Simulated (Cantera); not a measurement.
A closed system holds: 1 mol FeS, 0.34 mol SO3, 9.3 mol O2, at 0.640 bar.

These are equilibrium values from Cantera (NASA tables, ideal gas, pure condensed phases), not measurements of a reactor. Candidate condensed phases: Fe, FeO, FeS, FeSO4, FeS2, Fe2O3, Fe2(SO4)3, Fe3O4, S; 12 gas species. Equilibrium is a limit: real reactors are often held back by kinetics, nucleation or transport.

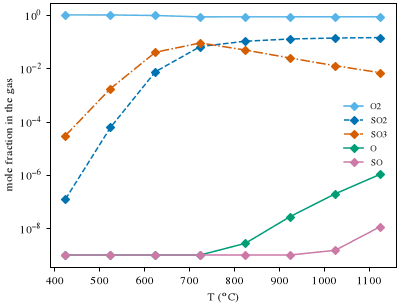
Equilibrium gas composition (values under 1e-9 drawn at 1e-9)

### Question
Read off the mole fractions at 825 °C.

### Answer
O2 about 0.85, SO2 about 0.10, SO3 about 0.048.
